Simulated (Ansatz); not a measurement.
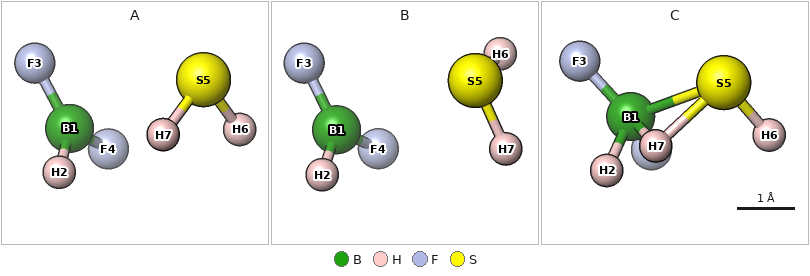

3 geometries from a converged minimum-energy path of BH₃SF₂, made up at the start of BHF2 and H$_{2}$S, shuffled. The picture is a ball-and-stick view, seen at a tilt.

Theory: RKS B3LYP-D4/def2-SVP in Ansatz. Run with 7 movable images; climbing image; force threshold 0.03 eV/Å; iteration limit 60; starting path through a guess of the saddle point.

Which frame is the top of the path?

Answer. C. In order along the path, whose images run from 0 to 8: B (image 0, 0.0 kcal/mol), A (image 3, +1.9 kcal/mol), C (image 5, +31.0 kcal/mol). Breaking: B1–H2 (1.20 → 1.36 at the top → 3.17 Å), S5–H7 (1.35 → 1.67 at the top → 3.30 Å). Forming: B1–S5 (3.01 → 2.08 at the top → 1.81 Å), H2–H7 (3.33 → 1.07 at the top → 0.76 Å).

Limits of the set-up: the start holds two separate molecules, 3.0 Å apart at their closest, whose relative position is a soft coordinate.

Cost: 8.9 min on 1 thread of Arm Neoverse V1, with other jobs on the host, peak memory 0.17 GiB.
